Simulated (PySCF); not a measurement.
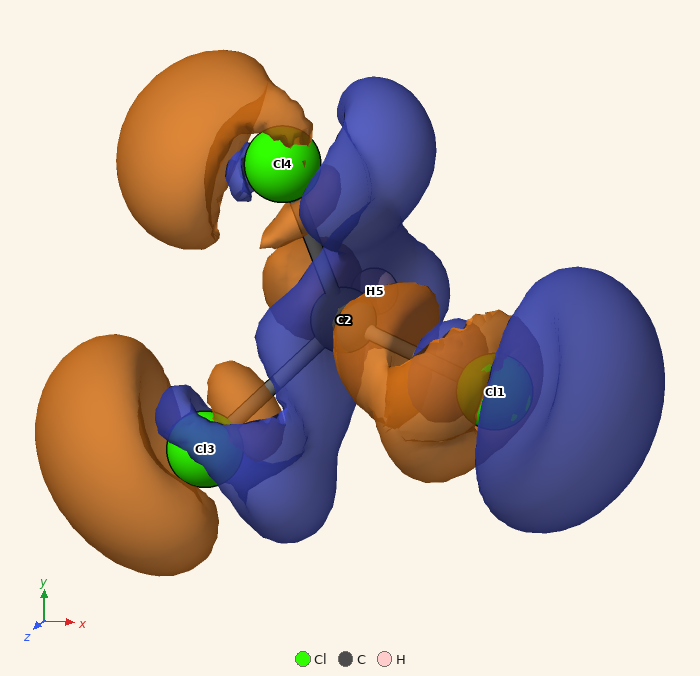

Figure. CHCl3, SMILES `ClC(Cl)Cl`. Change of the electron density in a uniform field of 0.21 V/Å, surfaces at ±0.0015 e/Å³ (orange: gain, blue: loss).

Method: B3LYP/def2-SVPD; geometry: GFN2-xTB; program: PySCF. No frequency check shows the geometry to be a minimum. GFN2-xTB bond lengths at metals and heavier atoms can be off by up to 0.1 Å and shapes distorted, which carries into these values.

Q: Along which Cartesian direction does the field point?

A: Along +x: electrons gather on the −x side, against the field.

Q: How large is the response?

A: The induced dipole is 0.64 D (along the field); α along this axis, from the fields in both directions, is 63 bohr³ (9.3 Å³).

Q: Which atoms gain and lose the most charge?

A: Electrons gather most on Cl3 (Hirshfeld charge changes by −0.017 e) and leave Cl1 most (+0.023 e); 0.053 electrons are displaced in all.
